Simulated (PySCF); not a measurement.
C₃H₇F₃Si, SMILES FC(F)(F)CC[SiH3], singlet at its GFN2-xTB optimised geometry (Å):

```
14

F     -0.2158     0.1901     1.1861
C      0.1637     0.6914     0.0000
F      1.5057     0.6914     0.0000
F     -0.2127     1.9830     0.0000
C     -0.4199    -0.0732    -1.1704
C      0.0140    -1.5341    -1.1484
Si    -0.6968    -2.5235    -2.6149
H     -1.5057     0.0166    -1.1049
H     -0.0822     0.4248    -2.0810
H     -0.3045    -1.9830    -0.2062
H      1.1041    -1.5791    -1.1621
H     -2.1579    -2.4619    -2.5549
H     -0.2260    -1.9140    -3.8599
H     -0.2303    -3.9033    -2.5041
```

Method: B3LYP/def2-TZVP (PySCF). Cells within 0.4 Å of a nucleus heavier than hydrogen are left out (blank, or x).

Map of the electrostatic potential (hartree/e), clipped to [-0.08, 0.12] on the plane z = 0.0 Å:

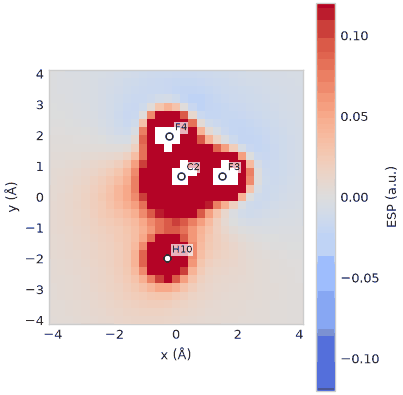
Electrostatic potential (hartree/e), clipped to [-0.08, 0.12] on the plane z = 0.0 Å.
